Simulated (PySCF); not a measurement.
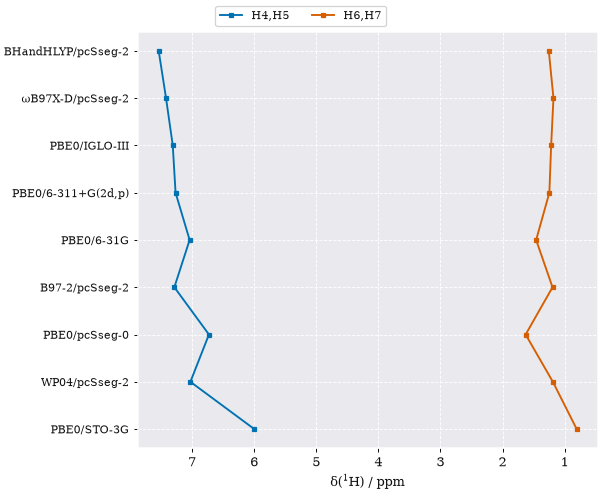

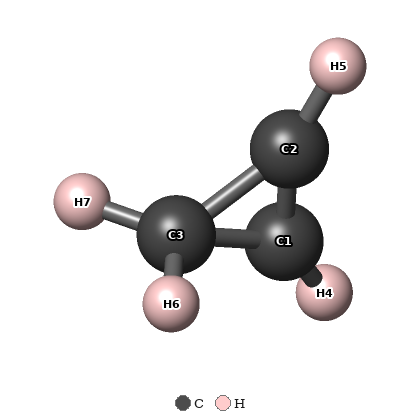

GIAO ¹H shifts of C₃H₄ (cyclopropene), SMILES C1=CC1 at several levels, one geometry, PySCF, at a PBE0-D3(BJ)/def2-SVP geometry (no frequency check); values of one conformer, averaged over methyl-type rotors and exact or near symmetry; each against TMS at the same level.

**Which of the plotted signals depends most on the level, and by how much?**

That of H4 and H5: from 6.00 ppm (PBE0/STO-3G) to 7.54 ppm (BHandHLYP/pcSseg-2), a spread of 1.54 ppm. The steadiest, H6 and H7, moves by 0.82 ppm.

**Do all levels give the signals in the same order?**

Yes, the order of the signals is the same at every level.
